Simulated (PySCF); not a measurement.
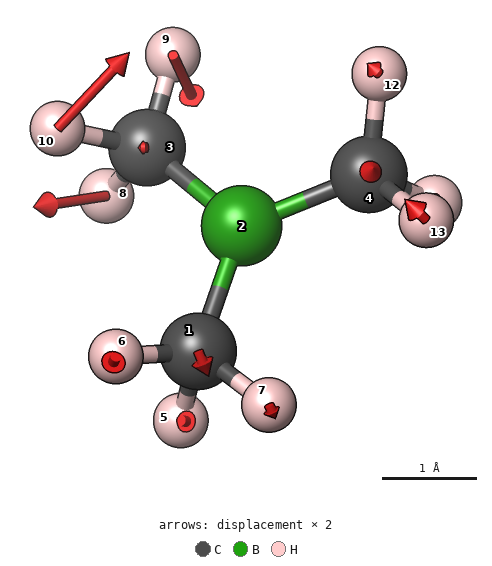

This is a relaxation of C₃H₉B. The starting structure is drawn; red arrows show the displacements, 2 times their true length. The two geometries are superimposed by the best rigid fit.

Style: ball-and-stick. Shown at a tilt.

The start comes from GFN2-xTB. Its atoms were then displaced at random by about 0.03 Å.

Computed with PBE0-D3(BJ)/def2-SVP geometry optimisation, gas phase (PySCF 2.14.0, density-fitted response routines). 

Q: Atoms of which element are displaced furthest, and by how much?

A: Hydrogen: up to 0.58 Å, against 0.16 Å for carbon.

Q: What happened in the run?

A: The atom that moves furthest after the best rigid fit is an H atom (0.58 Å). By element the largest moves are H 0.58 Å, C 0.16 Å, B 0.03 Å. Among the contacts that change: C–H 1.259 → 1.101 Å, B–C 1.482 → 1.573 Å, B–C 1.503 → 1.575 Å, C–H 1.158 → 1.100 Å. Among the angles between lasting bonds that change: H–C–H 96.5° → 106.2°, B–C–H 114.6° → 105.3°, B–C–H 118.9° → 110.0°. Groups turn about B–C by about 35°. The energy falls by 0.892 eV in 14 geometry steps.
